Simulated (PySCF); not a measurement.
**C2H4Si, SMILES `[SiH3]C#C`: what the electrons do**

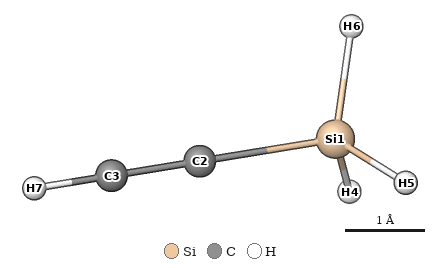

The molecule, with its atoms numbered as below. No frequency check shows the geometry to be a minimum.

Cartesian coordinates (Å):

```
Si1      1.0710   -0.0000    0.0000
C2      -0.7774    0.0001    0.0002
C3      -1.9796   -0.0000   -0.0001
H4       1.5262   -1.1842   -0.7337
H5       1.5275   -0.0434    1.3909
H6       1.5261    1.2275   -0.6586
H7      -3.0322   -0.0001   -0.0000
```

Part 1: Bonding charge

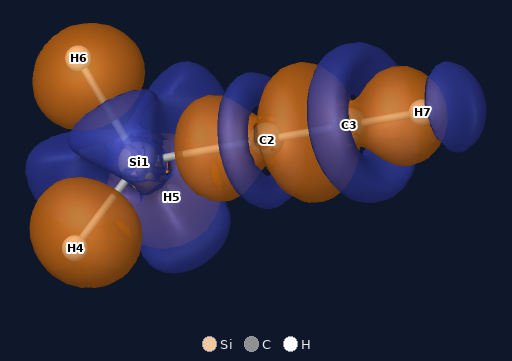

Deformation density (molecule less spherical, spin-averaged free atoms at the same positions), surfaces at ±0.05 e/Å³; orange: gain, blue: loss.

PySCF calculation, BLYP/def2-SVPD, gas phase; geometry: GFN2-xTB.

Q: Describe the bonding that the map shows.

A: C2–C3: +0.82 e/Å³ at the bond critical point (bond length 1.20 Å). C3–H7: +0.73 e/Å³ at the bond critical point (bond length 1.05 Å). Si1–H5, Si1–H4 and Si1–H6: +0.17 e/Å³ at the bond critical point (bond length 1.47 Å). Si1–C2: +0.10 e/Å³ at the bond critical point (bond length 1.85 Å); up to 0.6 Å beside the axis the gain reaches +0.40 e/Å³. In all, 1.6 electrons gather in the regions of gain relative to the promolecule. A small or negative value marks a very polar bond, one between electron-rich atoms, whose free-atom densities already overlap strongly, a long bond to a heavier atom, or a closed-shell contact such as a hydrogen bond.

Q: Where do the Hirshfeld charges lie?

A: The highest Hirshfeld charge is on Si1 (+0.35 e), the lowest on C2 (−0.14 e).

```json
{"atom": "Si1", "charge (e)": "+0.35"}
{"atom": "C2", "charge (e)": "−0.14"}
{"atom": "C3", "charge (e)": "−0.07"}
{"atom": "H4", "charge (e)": "−0.07"}
{"atom": "H5", "charge (e)": "−0.07"}
{"atom": "H6", "charge (e)": "−0.07"}
{"atom": "H7", "charge (e)": "+0.08"}
```

Part 2: Electrostatic potential

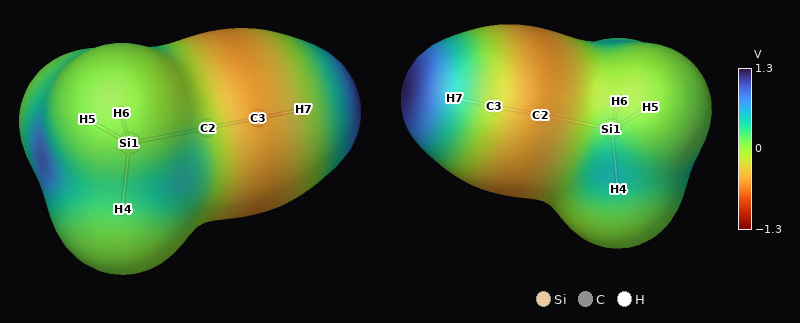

Electrostatic potential on the surface of electron density 0.001 a.u. (back view left, front view right).

Q: Where are the extremes of the potential on the surface?

A: Highest: 1.22 V, 1.3 Å from H7. Further maxima include 0.98 V, near Si1 (2.06 Å), H5 (2.08 Å), H6 (2.14 Å) and H4 (2.16 Å); 0.58 V, near H4 (2.04 Å), H6 (2.09 Å) and Si1 (2.13 Å), and at like points elsewhere. Lowest: −0.55 V, off the C2–C3 bond (2.1 to 2.2 Å from its atoms), and at like points elsewhere. The surface is sampled at points, so like sites can differ by a few per cent and only the strongest of them is named.

Part 3: In an electric field

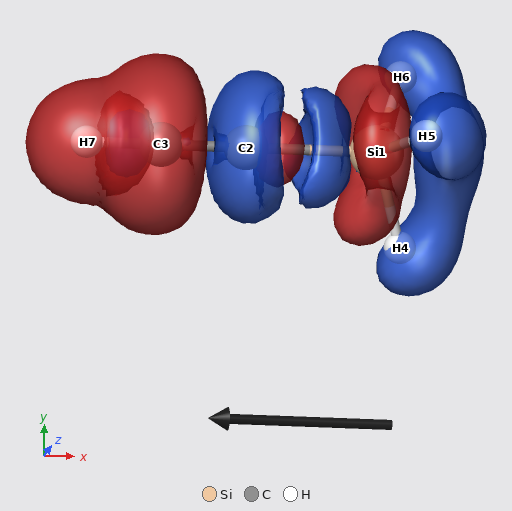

Change of the electron density in a uniform field of 0.51 V/Å along −x (arrow), surfaces at ±0.004 e/Å³ (blue: gain, red: loss).

Level of theory: PBE0/6-31+G* (PySCF), at a geometry from GFN2-xTB. The basis has diffuse s and p functions alone, which still leaves polarisabilities too small, most of all across bonds.

Q: What dipole is induced, and what polarisability does it imply?

A: The induced dipole is 1.58 D (along the field); α along this axis, from the fields in both directions, is 62 bohr³ (9.2 Å³).

Q: Which atoms gain and lose the most charge?

A: Electrons gather most on Si1 (Hirshfeld charge changes by −0.022 e) and leave C3 most (+0.050 e); 0.127 electrons are displaced in all.

Part 4: Localised orbitals

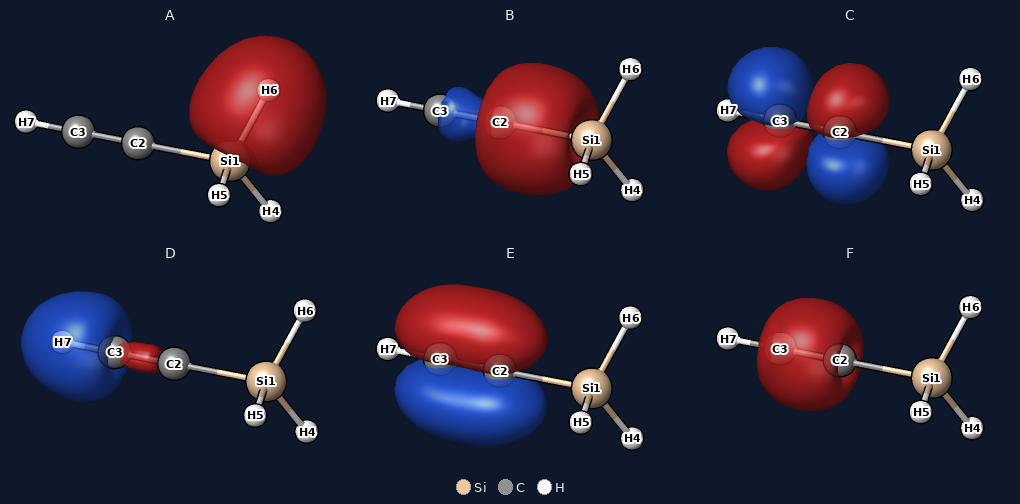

Intrinsic bond orbitals (IBO), occupied and valence-virtual; each surface holds about 85 % of the orbital's density. Energies are diagonal elements of the Fock matrix.

Method: PBE0/def2-SVP; geometry: GFN2-xTB; program: PySCF.

Q: Name the orbitals, with their atomic make-up and energies.

A: By panel:
- A: σ bond H6–Si1 (H6 55 %, Si1 45 %; −11.5 eV)
- B: σ bond C2–Si1 (C2 66 %, Si1 33 %; −13.4 eV)
- C: π* orbital C3–C2 (C3 50 %, C2 49 %; 2.8 eV)
- D: σ bond C3–H7 (C3 61 %, H7 39 %; −15.4 eV)
- E: π bond C2–C3 (C2 50 %, C3 49 %; −8.4 eV)
- F: σ bond C3–C2 (C3 50 %, C2 49 %; −20.0 eV)

Q: Which has the smallest and which the largest spatial spread?

A: Smallest: F (0.73 Å); largest: C (1.17 Å).

Part 5: Stretching a bond

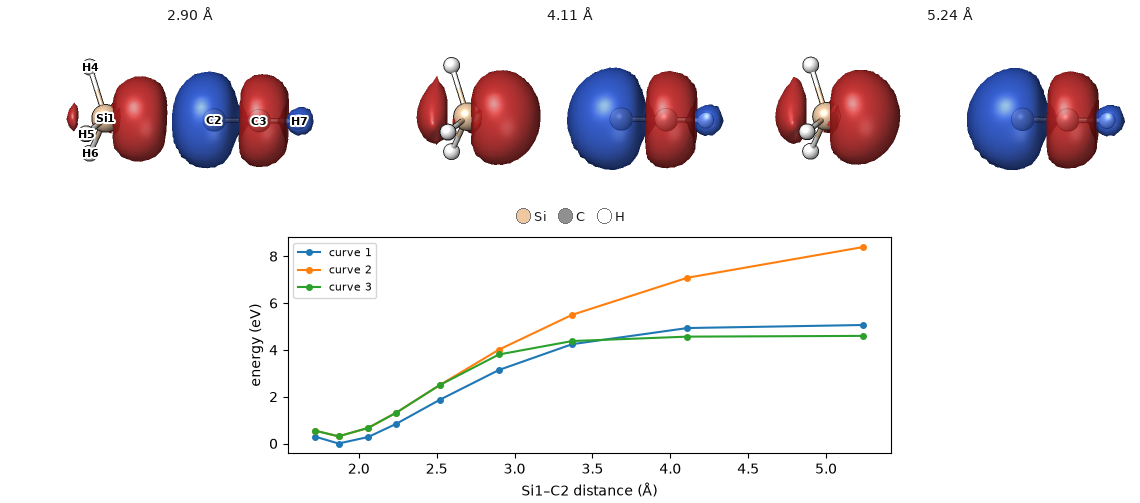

Rigid stretch of the Si1–C2 bond. Broken-symmetry UHF spin density at ±0.03 e/Å³ (blue: α, red: β). Below: energies along the scan, from the lowest point of the three curves.

Method: def2-SVPD basis; geometry: GFN2-xTB; program: PySCF.

UHF's ⟨S²⟩ passes 1 along the scan (up to 1.38), so it also polarises electrons outside the stretched bond; its energy lowering isn't due to that bond alone.

Q: How does the broken-symmetry solution share the spin, and how far is it from a pure singlet?

A: At 5.24 Å excess α spin lies mostly on C2 and excess β on Si1; the two could be swapped at no cost. ⟨S²⟩ is 0.70 at 2.90 Å, 1.35 at 4.11 Å and 1.38 at 5.24 Å, against 0 for a pure singlet and 1 for an equal mix of singlet and triplet.

Q: Which curve is which method?

A: Curve 1 is CASSCF(2,2). Curve 2 is RHF. Curve 3 is UHF. RHF rises too steeply because it keeps both electrons in one orbital and so mixes in ionic fragments.

Q: Where does the UHF solution part from RHF?

A: Between 2.52 Å (⟨S²⟩ = 0, the two coincide) and 2.90 Å (⟨S²⟩ = 0.70); at 5.24 Å ⟨S²⟩ is 1.38 and UHF lies 3.8 eV below RHF.

Q: How much energy does the stretch cost?

A: By CASSCF, 5.1 eV from the lowest point of the scan (1.87 Å) to 5.24 Å; RHF gives 8.1 eV from its own lowest point. The fragments aren't relaxed and dynamic correlation is missing, so this isn't a bond dissociation energy.

The PySCF runs shown took 9.2 s, 12 s, 5 s and 2 min on 1 thread of Intel(R) Xeon(R) Platinum 8259CL CPU @ 2.50GHz (Skylake/Cascade Lake), on a shared host.
